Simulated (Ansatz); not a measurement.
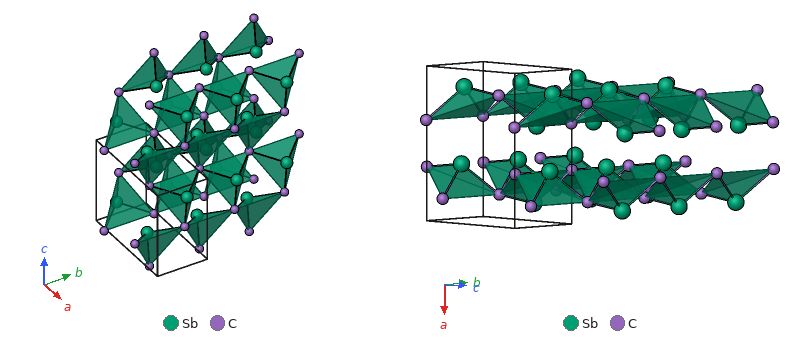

Polyhedra are drawn about Sb (bonds: C–Sb below 2.5 Å); other atoms are plain spheres. Two views of the same piece.

SbC (space group Pnma, No. 62): the end point of a relaxation with DFT PBE, scalar-relativistic, plane waves, PAW in Ansatz 0.2.0; the starting structure was generated, so it need not be a known form of this composition.

What figure surrounds each Sb atom, and what does it share with the other drawn polyhedra?

Answer. Sb: SbC3 trigonal pyramid, sharing corners with six neighbours.

How do these polyhedra hang together as a whole?

Answer. They form layers of corner-sharing trigonal pyramids parallel to (100).

How far apart are the centres of linked polyhedra?

Answer. Centre to centre across a shared corner: 3.38 to 3.66 Å.
